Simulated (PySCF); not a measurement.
**C4H13GeN: density, localisation and related maps**

```xyz
19

C     2.3581    0.6883    0.8263
Ge    1.7537   -0.5514   -0.5727
C    -0.1168   -0.1213   -1.0903
N    -0.9055    0.2089    0.0801
C    -1.1722   -0.9681    0.8758
C    -2.1372    0.8833   -0.2762
H     2.4392    1.6950    0.4256
H     3.3249    0.4025    1.2300
H     1.6338    0.7083    1.6355
H     2.6370   -0.4603   -1.7930
H     1.9074   -1.9842   -0.1200
H    -0.5784   -0.9255   -1.6865
H    -0.0748    0.7630   -1.7310
H    -1.7373   -0.6831    1.7628
H    -1.7429   -1.7311    0.3225
H    -0.2255   -1.4078    1.1919
H    -2.7974    0.2614   -0.9019
H    -1.9021    1.7973   -0.8201
H    -2.6737    1.1519    0.6336
```

Geometry: GFN2-xTB.

These are results of CAM-B3LYP/def2-SVPD, SCF density, gas phase in PySCF, not measurements.

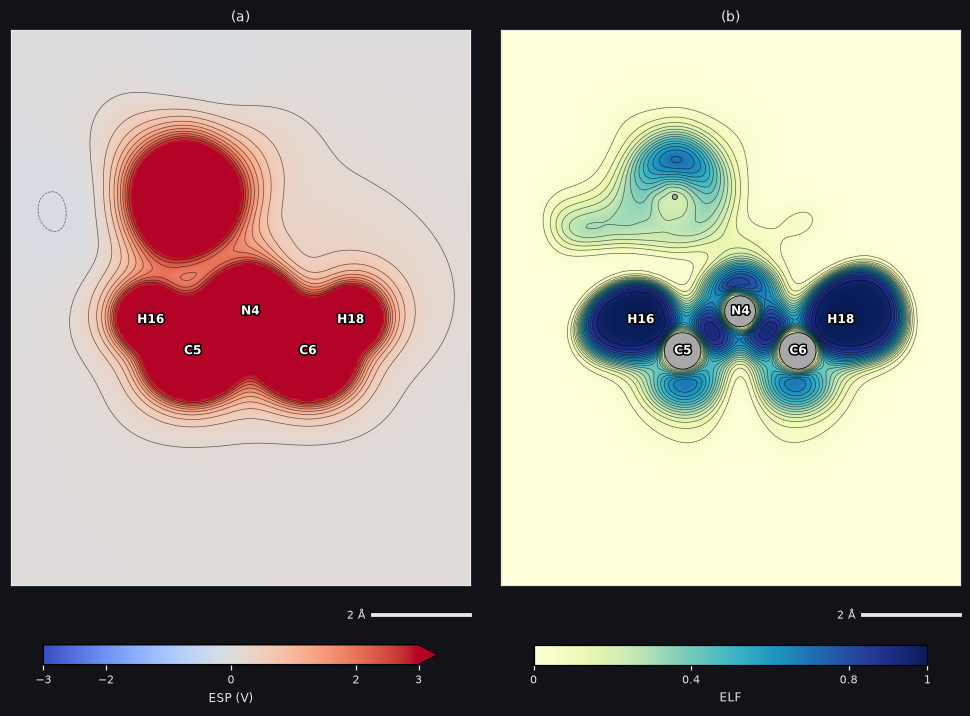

Figure 1. (a) molecular electrostatic potential; (b) ELF on the plane of atoms C5, N4 and C6. Grey discs cover the atomic cores in the ELF map.

Q: What does the map show?

A: The section cuts through N, C and H sites.
C–N (1.45 Å): the ELF peaks at about 0.95 between the atoms: a covalent bond.
C–H (1.09 Å): the ELF climbs to about 1 towards the hydrogen, as it does in any bond to H (an ordinary covalent bond to hydrogen).
The potential has no marked negative region in this plane.

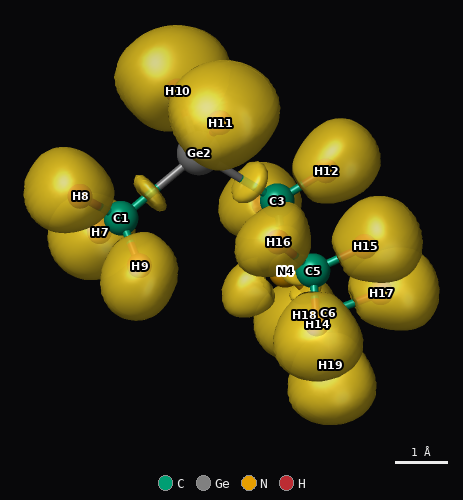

Figure 2. Isosurface of the ELF at 0.85 (yellow), seen at an oblique angle. Only the valence region is drawn (cores and ρ < 0.01 e/Å³ removed).

Q: Where are the electrons localised?

A: The surface consists of three regions between bonded C–N atoms (shared pairs), 13 regions around hydrogen nuclei, two lobes of the valence shell of C pointing towards Ge (polar bonds) and one lobe on N, pointing away from the bonds (lone pairs). Along the contacts the grid gives the following. C–Ge (1.96 Å): the ELF peaks at about 0.95 in the valence shell of C, 0.7 Å from its nucleus, and is about 0.70 at the midpoint.

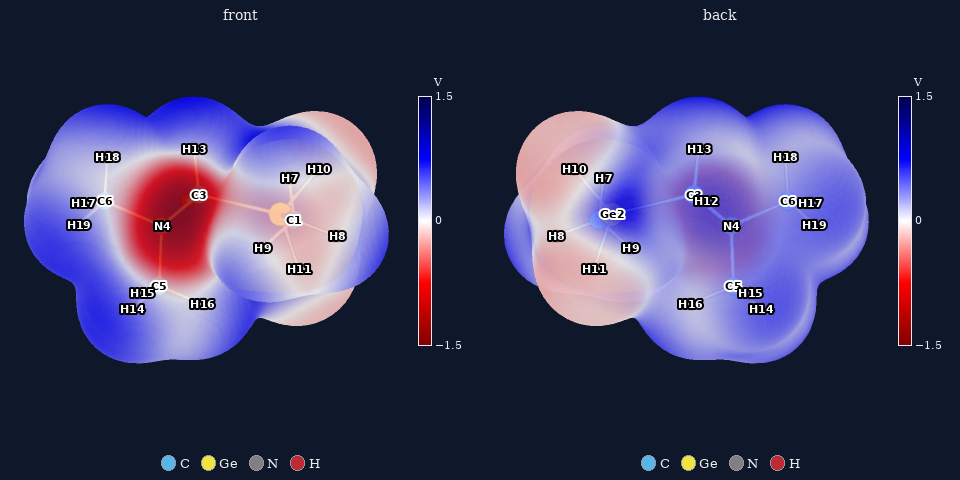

Figure 3. The electrostatic potential painted on the density surface at 0.002 e/bohr³, seen from the front and from behind; red is negative and blue positive.

Q: Describe the electrostatic potential map.

A: The most negative region (about −1.3 V, or −30 kcal/mol for a unit charge) lies over N4, the most positive (about +0.8 V, or +18 kcal/mol for a unit charge) over Ge2 and H13. N4 is the likeliest acceptor of a hydrogen bond.

Q: What dipole moment does the calculation give?

A: Its dipole moment is 0.90 D.
